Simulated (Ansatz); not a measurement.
In doubt: masses and optical values from hybrid runs of this build are listed as unsure (in some of the runs), which bears on the screening that GW takes from such a start.

Zn3SbN3 (Cm), computed twice by G0W0.

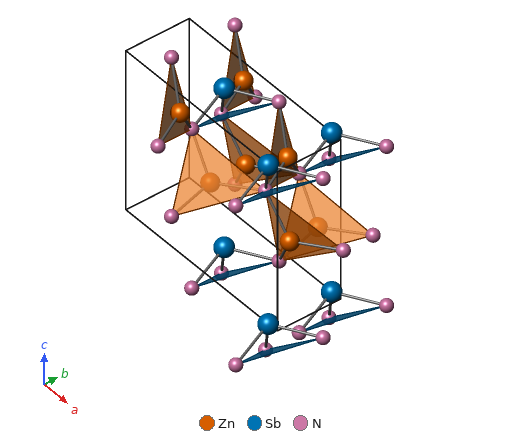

The structure (zinc orange, antimony blue, nitrogen pink). Some periodic images of atoms are drawn too.

The structure is monoclinic, space group Cm (No. 8). The conventional cell has a = 6.788 Å, b = 6.566 Å, c = 5.577 Å, α = 90.00°, β = 125.21°, γ = 90.00°. Nearest to Zn lie 3 N at 1.95 to 1.96 Å. Nearest to Zn lie 3 N at 1.97 to 2.00 Å. Nearest to Sb lie 3 N at 2.04 to 2.06 Å. Nearest to N lie 3 Zn at 1.96 to 2.00 Å and 1 Sb at 2.06 Å. N has 3 Zn at 1.95 to 1.97 Å and 1 Sb at 2.04 Å nearest. Farther neighbours and most contacts between anions are not listed.

```cif
data_structure
_symmetry_space_group_name_H-M 'P 1'
_symmetry_Int_Tables_number 1
_cell_length_a 4.7221
_cell_length_b 4.7221
_cell_length_c 5.5766
_cell_angle_alpha 114.484
_cell_angle_beta 114.484
_cell_angle_gamma 88.101
_cell_volume 101.54
loop_
_atom_site_label
_atom_site_type_symbol
_atom_site_fract_x
_atom_site_fract_y
_atom_site_fract_z
_atom_site_occupancy
Zn1 Zn 0.64266 0.64266 0.11808 1
Zn2 Zn 0.75601 0.31486 0.51983 1
Zn3 Zn 0.31486 0.75601 0.51983 1
Sb4 Sb 0.06051 0.06051 0.00241 1
N5 N 0.41104 0.94206 0.29988 1
N6 N 0.94206 0.41104 0.29988 1
N7 N 0.69872 0.69872 0.81219 1
```

The cell and positions are those that the Materials Project relaxed with its own functionals (PBE, PBE+U or r2SCAN), kept fixed. Spin-orbit coupling is left out unless a run names it.

The first (Ansatz 0.2.0; start HSE06, 4×4×4 mesh, 804 empty bands, screening to 230 eV, PAW set soft_1 files; 1 × NVIDIA H100 80GB HBM3 (shared by 6 runs) with 2 threads of AMD EPYC 7R13 (Zen 3), shared host) gave, on its mesh: starting gap 2.40 eV, G0W0 gap 2.67 eV, RPA ε∞ (mean) 5.59, 4.1 min.

The second changes start from HSE06 to PBE and frequency model from contour deformation to plasmon pole. What does it give?

It gave: starting gap 1.43 eV, G0W0 gap 2.13 eV, RPA ε∞ (mean) 7.81, 3.4 min. The G0W0 gap moves by −0.54 eV, −0.97 eV from the start and +0.43 eV from the correction. Σc changes by +0.59 eV at the valence top and +0.16 eV at the conduction bottom, and Σx − Vxc between them by +0.86 eV.

Limits: not at the basis limit; d shell near the gap, gap tends to lie low; no spin-orbit coupling.

[Paths, hosts, dates, memory and timing lines, banners, echoed tables and standing remarks are left out of the program output.]

[Logs are printed without paths, hosts, clocks, repeated set-up lines and the standing remarks that a program may print on its own settings, such as how far it seeks lower states.]

[Runs of the session that timed out or met a known fault of the program may be left out.]

[Cells called generated may have been cut or substituted from an entry of the Crystallography Open Database or the Materials Project.]

[Hosts, paths, dates, database ids (printed as entryN), source tags and the programs' standing remarks are cut or masked in the printed files.]
